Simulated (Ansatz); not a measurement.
# One shape, several levels: InH3 (SMILES [InH3])

Wanted: a comparison of 6 runs (BHLYP/def2-TZVP, BLYP/def2-TZVP, PBE-QIDH/def2-TZVP, PBE/def2-TZVP, r2SCAN/def2-TZVP, RPA@PBE/def2-TZVP) of InH3. 

The results are computed with Ansatz 0.2.0.

32 further runs of the same task are left out: 3 that didn't finish, 29 set aside as unsound or not needed.

### 1 The structure to begin with

InH3 has 4 atoms, charge 0, and is taken as a singlet. As SMILES, `[InH3]`. The In1–H4 distance was set to 3.103 Å, away from the relaxed value. At this shape a bond of the SMILES string is far longer than usual.

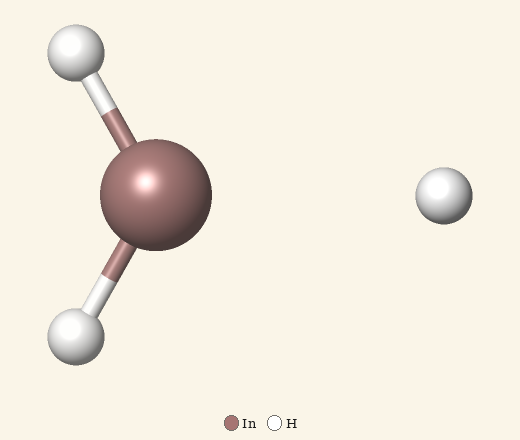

Viewed from a chosen angle; indium brown, hydrogen white.

### 2 A single-point energy at BHLYP/def2-TZVP (core potential) (run 1)

Input file run.yaml:

```yaml
crystal:
  periodic: [false, false, false]
  atoms:
    - {symbol: In, position_ang: [-0.552419, 1.136018, -0.511579]}
    - {symbol: H, position_ang: [-0.150819, 2.667118, 0.171721]}
    - {symbol: H, position_ang: [-1.661919, 1.043818, -1.827879]}
    - {symbol: H, position_ang: [0.721800, -1.454000, 0.628000]}
basis:
  gaussian:
    orbitals: def2-TZVP
total_charge: 0
hamiltonian:
  xc: {name: BHLYP}
accuracy: high
output:
  orbitals: {seedname: orbitals}
```

Started as:

```sh
$ ansatz run run.yaml --threads 1 --pin off --max-ram 3480MiB --events-out events.jsonl --progress --plain --runs-dir runs
```

Standard output:

```text
Warning: RAYON_NUM_THREADS=1 ignored (pool sized by the plan → 1); use --threads N
Functional definition: BHLYP
  name "BHLYP"
  parameter a = 0.5
  exchange = (1 - a)*b88_x + a*exact_x
  correlation = lyp_c
1303 factors; integrals over basis functions are off by at most 2.7e-9 eV
mean field evaluation 1: about -5215.2729 eV, gradient 1.5e1 eV
mean field evaluation 2: about -5214.7251 eV, gradient 1.7e1 eV
mean field evaluation 4: about -5216.3856 eV, gradient 5.9e-1 eV
mean field evaluation 8: about -5216.3845 eV, gradient 9.4e-3 eV
mean field evaluation 16: about -5216.3846 eV, gradient 1.1e-7 eV
mean field -5216.38455021 eV, -191.6985964279 hartree, gradient 2.9e-8 eV, S^2 0.000000; 0 other end points of the search recorded, 0 dependent functions left out
reference -5216.38457581 eV, -191.6985973684 hartree; 12, 12 occupied and 56, 56 virtual orbitals, 1303 factors
Total energy: -5216.38457581 eV, -191.6985973684 hartree
```

It took 3.3 s on 1 thread of Arm Neoverse V2, shared host; peak memory 0.15 GiB.

### 3 The energy at BLYP/def2-TZVP (core potential) (run 2)

Input file input.yaml:

```yaml
crystal:
  periodic: [false, false, false]
  atoms:
    - symbol: In
      position_ang: [-0.552419, 1.136018, -0.511579]
    - symbol: H
      position_ang: [-0.150819, 2.667118, 0.171721]
    - symbol: H
      position_ang: [-1.661919, 1.043818, -1.827879]
    - symbol: H
      position_ang: [0.721800, -1.454000, 0.628000]
basis:
  gaussian: {orbitals: def2-TZVP}
hamiltonian: {xc: {name: BLYP}}
accuracy: high
output: {orbitals: {seedname: orbitals}}
```

Started as:

```sh
$ ansatz run input.yaml --threads 1 --pin off --max-ram 3480MiB --events-out events.jsonl --progress --plain --runs-dir runs
```

Standard output:

```text
Warning: RAYON_NUM_THREADS=1 ignored (pool sized by the plan → 1); use --threads N
Functional definition: BLYP
  name "BLYP"
  parameter beta = 0.0042
  parameter a = 0.04918
  parameter b = 0.132
  parameter c = 0.2533
  parameter d = 0.349
  exchange = b88_x(beta = beta)
  correlation = lyp_c(a = a, b = b, c = c, d = d)
1303 factors; integrals over basis functions are off by at most 2.7e-9 eV
mean field evaluation 1: about -5214.7264 eV, gradient 2.7e1 eV
mean field evaluation 2: about -5206.3731 eV, gradient 3.8e1 eV
mean field evaluation 4: about -5216.7419 eV, gradient 1.1e1 eV
mean field evaluation 8: about -5217.7818 eV, gradient 1.6e-1 eV
mean field evaluation 16: about -5217.7820 eV, gradient 1.7e-5 eV
mean field -5217.78200646 eV, -191.7499519976 hartree, gradient 6.5e-8 eV, S^2 0.000000; 0 other end points of the search recorded, 0 dependent functions left out
reference -5217.78205665 eV, -191.7499538423 hartree; 12, 12 occupied and 56, 56 virtual orbitals, 1303 factors
Total energy: -5217.78205665 eV, -191.7499538423 hartree
```

Wall time 2.9 s (1 thread of Arm Neoverse V2, shared host); peak memory 0.15 GiB.

Runs 3 to 5 aren't shown in full; the table further down has their settings and results.

### 4 The energy at RPA@PBE/def2-TZVP (core potential) (run 6)

Input file job.yaml:

```yaml
crystal:
  periodic: [false, false, false]
  atoms:
    - symbol: In
      position_ang: [-0.552419, 1.136018, -0.511579]
    - symbol: H
      position_ang: [-0.150819, 2.667118, 0.171721]
    - symbol: H
      position_ang: [-1.661919, 1.043818, -1.827879]
    - symbol: H
      position_ang: [0.721800, -1.454000, 0.628000]
basis:
  gaussian: {orbitals: def2-TZVP}
magnetization: {spin_polarized: false, initial_magnetization: 0}
hamiltonian: {xc: {name: PBE}}
correlation: {method: rpa, frozen_orbitals: {H: 0, In: 4}}
accuracy: high
```

Started as:

```sh
$ ansatz run job.yaml --threads 1 --pin off --max-ram 3480MiB --events-out events.jsonl --progress --plain --runs-dir runs
```

Standard output (excerpt; [...] marks lines left out):

```text
Warning: RAYON_NUM_THREADS=1 ignored (pool sized by the plan → 1); use --threads N
Functional definition: PBE
  name "PBE"
[...]
1303 factors; integrals over basis functions are off by at most 2.7e-9 eV
[...]
mean field -5218.83060908 eV, -191.7884874331 hartree, gradient 7.5e-9 eV, S^2 0.000000; 0 other end points of the search recorded, 0 dependent functions left out; unrestricted orbitals would lower it
[...]
unrestricted determinant -5192.79546717 eV, -190.8317136155 hartree, S^2 0.8202
4 core orbitals not correlated: weight in the atoms' cores, before any rotation towards them, 1.000 or more for the frozen orbitals, at most 0.000 for the correlated occupied ones
reference -5190.98094153 eV, -190.7650310278 hartree; 8, 8 occupied and 56, 56 virtual orbitals, 1303 factors
Total energy: -5204.24327356 eV, -191.2524127404 hartree
```

Wall time 6.3 s (1 thread of Arm Neoverse V2, shared host); peak memory 0.24 GiB.

### 5 All runs side by side

| run | level | frozen core orbitals | energy (Eh) | HOMO energy (eV) | LUMO energy (eV) | HOMO–LUMO gap (eV) | wall time |
| --- | --- | --- | --- | --- | --- | --- | --- |
| 1 | BHLYP/def2-TZVP (core potential) | – | -191.698597 | -7.01 | -2.18 | 4.83 | 3.3 s |
| 2 | BLYP/def2-TZVP (core potential) | – | -191.749954 | -5.41 | -3.58 | 1.83 | 2.9 s |
| 3 | PBE-QIDH/def2-TZVP (core potential) | 4 | -191.562273 | -7.49 | -1.36 | 6.13 | 4.5 s |
| 4 | PBE/def2-TZVP (core potential) | – | -191.788488 | -5.49 | -3.59 | 1.90 | 3.3 s |
| 5 | r2SCAN/def2-TZVP (core potential) | – | -191.856334 | -5.67 | -3.52 | 2.15 | 5.1 s |
| 6 | RPA@PBE/def2-TZVP (core potential) | 4 | -191.252413 | – | – | – | 6.3 s |

### 6 Results

| quantity | value |
| --- | --- |
| run 6: total energy | -191.25241 Eh |
| run 6: RPA correlation energy (valence) | -487.4 mEh |

Over runs 1, 2, 3, 4, 5 the HOMO–LUMO gap runs from 1.83 eV (BLYP/def2-TZVP) to 6.13 eV (PBE-QIDH/def2-TZVP). A double hybrid's value is that of its SCF part. Totals of different functionals can't be ranked against each other. In runs 3, 6 the log says that unrestricted orbitals would lower the reference, so the values rest on an unstable closed-shell determinant (other closed-shell runs at this shape may share the fault). All runs together took 25 s, the longest 6.3 s.
